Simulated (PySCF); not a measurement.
# C₄H₈OSi: electronic excitations and core binding energies

Wanted: the electronic excitations and core binding energies of C₄H₈OSi (`C=C[C@@H]1OC[SiH2]1`), by calculation.

Computed with PySCF 2.14.0, with density-fitted response routines of our own, on a single molecule in the gas phase. Atoms count from 0, in the outputs and in this text.

### 1 Starting geometry

14 atoms, charge 0, multiplicity 1; geometry from: GFN2-xTB.

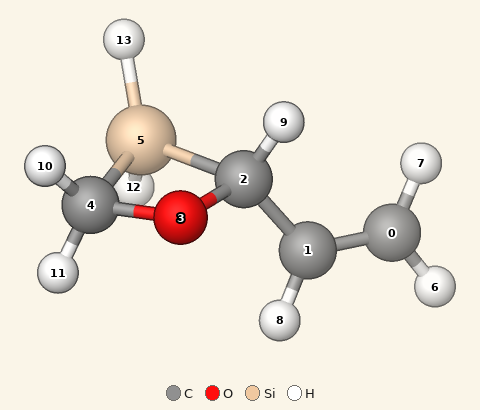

The starting geometry (carbon grey, oxygen red, silicon light orange, hydrogen white), atoms numbered.

### 2 Ultraviolet spectrum: CAM-B3LYP/def2-SVPD

Job settings and geometry (Å):

```
{"job": {"kind": "uv", "xc": "CAM-B3LYP", "basis": "def2-SVPD", "nstates": 8, "ntriplets": 3}, "charge": 0, "multiplicity": 1}
C      2.511862     0.248170     0.302316
C      1.353390    -0.357574     0.105208
C      0.119430    -0.103753     0.891391
O     -0.756899    -1.244609     0.933282
C     -1.931132    -0.790092     0.247845
Si    -1.237941     0.983355     0.028913
H      3.370542     0.050209    -0.315309
H      2.644878     0.970694     1.091027
H      1.237753    -1.084506    -0.687308
H      0.374071     0.197227     1.914220
H     -2.809307    -0.921872     0.886534
H     -2.087538    -1.376763    -0.663429
H     -0.948698     1.407765    -1.337387
H     -1.841090     2.021276     0.860556
```

Level: TDDFT CAM-B3LYP/def2-SVPD, vertical, gas phase, core orbitals frozen in the response.

Launch:

```
> OMP_NUM_THREADS=1 python probes_run.py task.json out
```

This one command runs all jobs of the session in turn.

Output:

```text
coarse grid: 12016 points
cycle   1  E = -521.3527139250  dE =  7.604e-01  |g| = 5.766e-01  |ddm| = 5.547e+00
cycle   2  E = -521.3163887286  dE =  3.633e-02  |g| = 7.638e-01  |ddm| = 1.788e+00
cycle   3  E = -521.4254738148  dE = -1.091e-01  |g| = 6.745e-02  |ddm| = 9.559e-01
cycle   4  E = -521.4263277456  dE = -8.539e-04  |g| = 2.860e-02  |ddm| = 1.498e-01
cycle   5  E = -521.4265452508  dE = -2.175e-04  |g| = 5.271e-03  |ddm| = 6.107e-02
cycle   6  E = -521.4265513173  dE = -6.066e-06  |g| = 2.461e-03  |ddm| = 1.208e-02
final grid: 110944 points
cycle   7  E = -521.5154780776  dE = -2.520e-05  |g| = 4.315e-03  |ddm| = 7.001e-02
cycle   8  E = -521.5154761919  dE =  1.886e-06  |g| = 5.316e-03  |ddm| = 1.368e-02
cycle   9  E = -521.5154823406  dE = -6.149e-06  |g| = 4.397e-04  |ddm| = 6.490e-03
cycle  10  E = -521.5154823826  dE = -4.206e-08  |g| = 1.507e-04  |ddm| = 7.904e-04
cycle  11  E = -521.5154823880  dE = -5.376e-09  |g| = 4.574e-05  |ddm| = 3.306e-04
cycle  12  E = -521.5154823885  dE = -5.093e-10  |g| = 1.323e-05  |ddm| = 9.587e-05
converged SCF energy = -521.5154823885

Static polarisability (au): isotropic 78.128, principal 64.551 72.933 96.899

Singlet excitations
state   eV       nm        f      main configurations
  1   5.8868    210.6   0.11484   H->L 0.91
  2   6.2584    198.1   0.00476   H-1->L 0.93
  3   6.5135    190.3   0.20407   H->L+1 0.87
  4   6.7371    184.0   0.03101   H->L+2 0.66, H-1->L+2 0.10, H->L+3 0.09
  5   6.8247    181.7   0.01451   H-2->L 0.53, H-1->L+1 0.23, H-1->L+2 0.13
  6   6.9131    179.3   0.02641   H-1->L+1 0.36, H-2->L 0.32, H-1->L+2 0.09
  7   7.0614    175.6   0.00953   H-1->L+2 0.52, H-1->L+1 0.18, H-1->L+3 0.15
  8   7.2030    172.1   0.07018   H->L+3 0.55, H->L+2 0.12, H->L+4 0.11

Triplet excitations (Tamm-Dancoff, eV): 4.1482 5.5786 6.0860
```

Wall time 51 s (1 thread of Arm Neoverse N1, shared host); peak memory 0.86 GiB.

The orbitals next to the gap, with their largest atomic shares:

| orbital | eV | atoms |
| --- | --- | --- |
| HOMO−3 | -10.57 | C2 22 %, C1 21 %, C0 14 % |
| HOMO−2 | -9.64 | O3 32 %, C4 28 %, Si5 18 % |
| HOMO−1 | -8.91 | O3 55 %, C4 10 %, C2 10 % |
| HOMO | -8.26 | C0 28 %, C1 22 %, C2 14 % |
| LUMO | 0.50 | Si5 35 %, H13 10 %, H12 9 % |
| LUMO+1 | 1.15 | Si5 23 %, C0 19 %, C1 12 % |
| LUMO+2 | 1.44 | Si5 27 %, C4 14 %, O3 10 % |

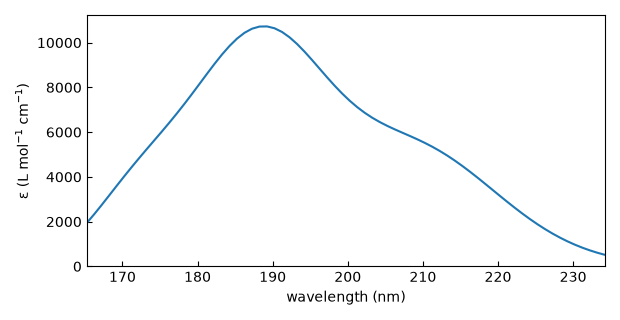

Absorption spectrum: each of the 8 states is a Gaussian band of 0.4 eV half-width at 1/e. Beyond the last state computed it falls off for lack of states.

Ground-state properties from the same run:

| property | computed |
| --- | --- |
| dipole moment (D) | 2.11 |
| polarisability (Å³) | 11.58 |
| HOMO–LUMO gap (eV) | 8.76 |
| −ε(HOMO) (eV) | 8.26 |

### 3 X-ray photoelectron lines: SCAN, X2C

Same as in step 2 but for these lines:

```diff
@@ -1,2 +1,2 @@
-{"job": {"kind": "uv", "xc": "CAM-B3LYP", "basis": "def2-SVPD", "nstates": 8, "ntriplets": 3}, "charge": 0, "multiplicity": 1}
+{"job": {"kind": "xps"}, "charge": 0, "multiplicity": 1}
 C      2.511862     0.248170     0.302316
```

Method: delta-SCF UKS SCAN, pcX-2 on the ionised atom, pcseg-1 elsewhere, spin-free X2C.

Output:

```text
ground state, core basis on atom 0 (C), 159 functions
  cycle   1  E = -522.29053935  |g| = 6.17e-01
  cycle   2  E = -522.11898249  |g| = 1.06e+00
  cycle   3  E = -522.37699758  |g| = 1.60e-01
  cycle   4  E = -522.38181411  |g| = 5.97e-02
  cycle   5  E = -522.38260315  |g| = 1.75e-02
  cycle   6  E = -522.38267029  |g| = 8.96e-03
  cycle   7  E = -522.38269128  |g| = 1.93e-03
  cycle   8  E = -522.38269438  |g| = 7.33e-04
  cycle   9  E = -522.38269314  |g| = 1.43e-04
  E(ground) = -522.42581127 Eh
hole in C 1s of atom 0
  cycle   1  E = -511.15076560  |g| = 1.51e+00
  cycle   2  E = -509.37021927  |g| = 2.16e+00
  cycle   3  E = -511.31390197  |g| = 9.50e-01
  cycle   4  E = -511.68821847  |g| = 3.19e-01
  cycle   5  E = -511.72193293  |g| = 1.60e-01
  cycle   6  E = -511.73206284  |g| = 5.59e-02
  cycle   7  E = -511.73362900  |g| = 8.58e-03
  cycle   8  E = -511.73367061  |g| = 5.59e-03
  cycle   9  E = -511.73368823  |g| = 2.51e-03
  cycle  10  E = -511.73369412  |g| = 9.92e-04
  cycle  11  E = -511.73369563  |g| = 6.38e-04
  cycle  12  E = -511.73369518  |g| = 2.27e-04
  E(ion) = -511.77618015 Eh   <S^2> = 0.7803   hole on atom = 1.000   binding energy = 289.791 eV
ground state, core basis on atom 1 (C), 159 functions
  cycle   1  E = -522.38297791  |g| = 6.34e-02
  cycle   2  E = -522.38208438  |g| = 6.59e-02
  cycle   3  E = -522.38287515  |g| = 3.71e-02
  cycle   4  E = -522.38323476  |g| = 7.26e-03
  cycle   5  E = -522.38325102  |g| = 7.13e-04
  cycle   6  E = -522.38325171  |g| = 2.18e-04
  E(ground) = -522.42647718 Eh
hole in C 1s of atom 1
  cycle   1  E = -511.13575766  |g| = 1.51e+00
  cycle   2  E = -508.83849849  |g| = 2.32e+00
  cycle   3  E = -511.28980804  |g| = 8.65e-01
  cycle   4  E = -511.62517171  |g| = 4.39e-01
  cycle   5  E = -511.70066488  |g| = 1.58e-01
  cycle   6  E = -511.71041712  |g| = 6.33e-02
  cycle   7  E = -511.71251849  |g| = 1.35e-02
  cycle   8  E = -511.71273017  |g| = 8.58e-03
  cycle   9  E = -511.71284425  |g| = 6.40e-03
  cycle  10  E = -511.71293658  |g| = 5.55e-03
  cycle  11  E = -511.71301918  |g| = 3.36e-03
  cycle  12  E = -511.71305978  |g| = 1.76e-03
  cycle  13  E = -511.71306683  |g| = 8.45e-04
  cycle  14  E = -511.71306849  |g| = 4.00e-04
  E(ion) = -511.75525305 Eh   <S^2> = 0.8466   hole on atom = 1.000   binding energy = 290.379 eV
ground state, core basis on atom 2 (C), 159 functions
  cycle   1  E = -522.38530308  |g| = 6.04e-02
  cycle   2  E = -522.38505048  |g| = 3.85e-02
  cycle   3  E = -522.38501580  |g| = 3.94e-02
  cycle   4  E = -522.38543814  |g| = 7.29e-03
  cycle   5  E = -522.38544955  |g| = 1.22e-03
  cycle   6  E = -522.38545072  |g| = 2.09e-04
  E(ground) = -522.42799385 Eh
hole in C 1s of atom 2
  cycle   1  E = -511.09785202  |g| = 1.52e+00
  cycle   2  E = -509.71691783  |g| = 2.26e+00
  cycle   3  E = -511.58075982  |g| = 4.64e-01
  cycle   4  E = -511.61357560  |g| = 3.50e-01
  cycle   5  E = -511.67606897  |g| = 8.99e-02
  cycle   6  E = -511.67978269  |g| = 2.69e-02
  cycle   7  E = -511.68011821  |g| = 1.27e-02
  cycle   8  E = -511.68019289  |g| = 7.51e-03
  cycle   9  E = -511.68023227  |g| = 3.16e-03
  cycle  10  E = -511.68025018  |g| = 2.00e-03
  cycle  11  E = -511.68026150  |g| = 1.56e-03
  cycle  12  E = -511.68026929  |g| = 1.22e-03
  cycle  13  E = -511.68027658  |g| = 1.06e-03
  cycle  14  E = -511.68029556  |g| = 5.70e-04
  cycle  15  E = -511.68029478  |g| = 4.54e-04
  E(ion) = -511.72156057 Eh   <S^2> = 0.7852   hole on atom = 1.000   binding energy = 291.337 eV
ground state, core basis on atom 3 (O), 159 functions
  cycle   1  E = -522.41180363  |g| = 9.30e-02
  cycle   2  E = -522.41160832  |g| = 3.86e-02
  cycle   3  E = -522.41127447  |g| = 5.72e-02
  cycle   4  E = -522.41189720  |g| = 3.91e-03
  cycle   5  E = -522.41190294  |g| = 1.08e-03
  cycle   6  E = -522.41190262  |g| = 3.73e-04
  E(ground) = -522.45304863 Eh
hole in O 1s of atom 3
  cycle   1  E = -501.81203556  |g| = 2.23e+00
  cycle   2  E = -500.63082603  |g| = 2.54e+00
  cycle   3  E = -502.40470916  |g| = 7.10e-01
  cycle   4  E = -502.51307701  |g| = 4.85e-01
  cycle   5  E = -502.63503542  |g| = 1.68e-01
  cycle   6  E = -502.64853295  |g| = 5.88e-02
  cycle   7  E = -502.65016570  |g| = 1.09e-02
  cycle   8  E = -502.65021010  |g| = 5.08e-03
  cycle   9  E = -502.65022260  |g| = 1.78e-03
  cycle  10  E = -502.65022580  |g| = 4.86e-04
  E(ion) = -502.69099529 Eh   <S^2> = 0.7643   hole on atom = 1.000   binding energy = 537.753 eV
ground state, core basis on atom 4 (C), 159 functions
  cycle   1  E = -522.38446653  |g| = 6.91e-02
  cycle   2  E = -522.38360406  |g| = 7.96e-02
  cycle   3  E = -522.38460090  |g| = 3.07e-02
  cycle   4  E = -522.38477963  |g| = 3.06e-03
  cycle   5  E = -522.38478228  |g| = 1.17e-03
  cycle   6  E = -522.38478084  |g| = 3.00e-04
  E(ground) = -522.42713372 Eh
hole in C 1s of atom 4
  cycle   1  E = -511.10595420  |g| = 1.51e+00
  cycle   2  E = -508.24600544  |g| = 2.53e+00
  cycle   3  E = -510.23752833  |g| = 1.68e+00
  cycle   4  E = -511.61252051  |g| = 4.10e-01
  cycle   5  E = -511.64494447  |g| = 3.00e-01
  cycle   6  E = -511.67906498  |g| = 6.57e-02
  cycle   7  E = -511.68078657  |g| = 3.17e-02
  cycle   8  E = -511.68120921  |g| = 1.74e-02
  cycle   9  E = -511.68138949  |g| = 2.98e-03
  cycle  10  E = -511.68140221  |g| = 1.55e-03
  cycle  11  E = -511.68140543  |g| = 6.53e-04
  cycle  12  E = -511.68140636  |g| = 4.27e-04
  E(ion) = -511.72216603 Eh   <S^2> = 0.7773   hole on atom = 1.000   binding energy = 291.297 eV
ground state, core basis on atom 5 (Si), 170 functions
  cycle   1  E = -522.47585223  |g| = 2.86e-01
  cycle   2  E = -522.47585955  |g| = 3.56e-02
  cycle   3  E = -522.47562335  |g| = 4.31e-02
  cycle   4  E = -522.47599307  |g| = 1.27e-02
  cycle   5  E = -522.47602291  |g| = 2.94e-03
  cycle   6  E = -522.47602296  |g| = 3.89e-04
  E(ground) = -522.47732600 Eh
hole in Si 1s of atom 5
  cycle   1  E = -453.54498278  |g| = 4.35e+00
  cycle   2  E = -452.67233210  |g| = 2.43e+00
  cycle   3  E = -452.21571643  |g| = 1.79e+00
  cycle   4  E = -454.48773887  |g| = 4.68e-01
  cycle   5  E = -454.51662797  |g| = 4.02e-01
  cycle   6  E = -454.60723064  |g| = 1.14e-01
  cycle   7  E = -454.61281384  |g| = 4.67e-02
  cycle   8  E = -454.61395946  |g| = 1.50e-02
  cycle   9  E = -454.61408297  |g| = 2.81e-03
  cycle  10  E = -454.61408684  |g| = 1.66e-03
  cycle  11  E = -454.61408900  |g| = 9.79e-04
  cycle  12  E = -454.61409029  |g| = 6.32e-04
  cycle  13  E = -454.61409272  |g| = 5.28e-04
  cycle  14  E = -454.61409283  |g| = 4.60e-04
  E(ion) = -454.62309434 Eh   <S^2> = 0.7540   hole on atom = 1.000   binding energy = 1846.408 eV
hole in Si 2p of atom 5
  cycle   1  E = -518.20145598  |g| = 1.24e+00
  cycle   2  E = -517.21642333  |g| = 1.53e+00
  cycle   3  E = -518.29965943  |g| = 6.08e-01
  cycle   4  E = -518.52657612  |g| = 1.26e-01
  cycle   5  E = -518.52617387  |g| = 1.32e-01
  cycle   6  E = -518.53374316  |g| = 3.55e-02
  cycle   7  E = -518.53438518  |g| = 1.03e-02
  cycle   8  E = -518.53442279  |g| = 6.23e-03
  cycle   9  E = -518.53444608  |g| = 1.69e-03
  cycle  10  E = -518.53444975  |g| = 1.18e-03
  cycle  11  E = -518.53445379  |g| = 9.72e-04
  cycle  12  E = -518.53445650  |g| = 7.71e-04
  cycle  13  E = -518.53446362  |g| = 5.85e-04
  cycle  14  E = -518.53446643  |g| = 4.09e-04
  E(ion) = -518.54670900 Eh   <S^2> = 0.7581   hole on atom = 1.002   binding energy = 106.958 eV
  2p3/2 = 106.735 eV   2p1/2 = 107.357 eV
```

It took 2.7 min on 1 thread of Arm Neoverse N1, shared host; peak memory 0.64 GiB.

Binding energies by hole, beside the orbital energy of the ground state; the difference holds orbital relaxation and, for a density functional, its self-interaction error:

| hole | stands for | environment | ΔSCF (eV; 2p as the shell's mean) | −ε (eV) | ⟨S²⟩ |
| --- | --- | --- | --- | --- | --- |
| C1s on C0 | C0 | terminal =CH2 carbon | 289.79 | 273.3 | 0.780 |
| C1s on C1 | C1 | alkene CH | 290.38 | 273.7 | 0.847 |
| C1s on C2 | C2 | allylic sp3 CH bonded to O and Si | 291.34 | 274.8 | 0.785 |
| O1s on O3 | O3 | ether oxygen | 537.75 | 516.5 | 0.764 |
| C1s on C4 | C4 | sp3 CH2 bonded to O and Si | 291.30 | 274.6 | 0.777 |
| Si1s on Si5 | Si5 | silicon bonded to 2 C, 2 H, in a 4-membered ring | 1846.41 | 1793.5 | 0.754 |
| Si2p on Si5 | Si5 | silicon bonded to 2 C, 2 H, in a 4-membered ring | 106.94 | 96.4 | 0.758 |

With the spin-orbit splitting: Si5 2p3/2 106.73, 2p1/2 107.36 eV. The table gives each 2p level as the mean over the whole 2p shell (two parts 2p3/2, one part 2p1/2), which differs a little from the single hole in the log.

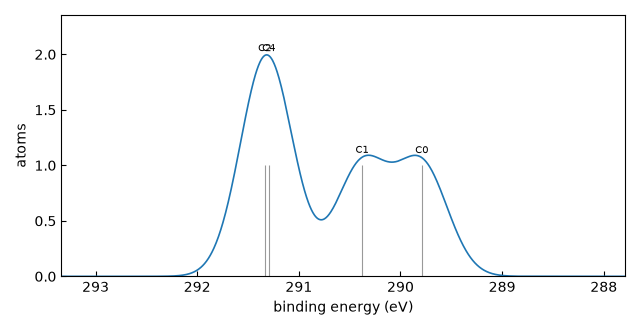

The C1s photoelectron lines, weighted by the number of atoms. Lines are broadened to a width of 0.60 eV (Gaussian).

### 4 Results

| quantity | value |
| --- | --- |
| lowest singlet (CAM-B3LYP/def2-SVPD) | 5.89 eV (211 nm), f = 0.115 |
| brightest single state of those computed | state 3, 6.51 eV, f = 0.204 |
| lowest triplet | 4.15 eV |
| C1s binding energies, SCAN/pcX-2 | C2 291.34, C4 291.30, C1 290.38, C0 289.79 eV |
| O1s binding energies, SCAN/pcX-2 | O3 537.75 eV |
| Si1s binding energies, SCAN/pcX-2 | Si5 1846.41 eV |
| Si2p binding energies, SCAN/pcX-2 | Si5 106.94 eV |

The first singlet state (HOMO→LUMO 0.91) lies at 5.89 eV and is bright; of the 8 states computed, the strongest absorption comes from state 3 at 6.51 eV. The lowest triplet lies 1.74 eV below the lowest singlet (triplets in Tamm-Dancoff, singlets in full TDDFT). The C1s levels kept as sound span 1.55 eV, from C0 (terminal =CH2 carbon) up to C2 (allylic sp3 CH bonded to O and Si).
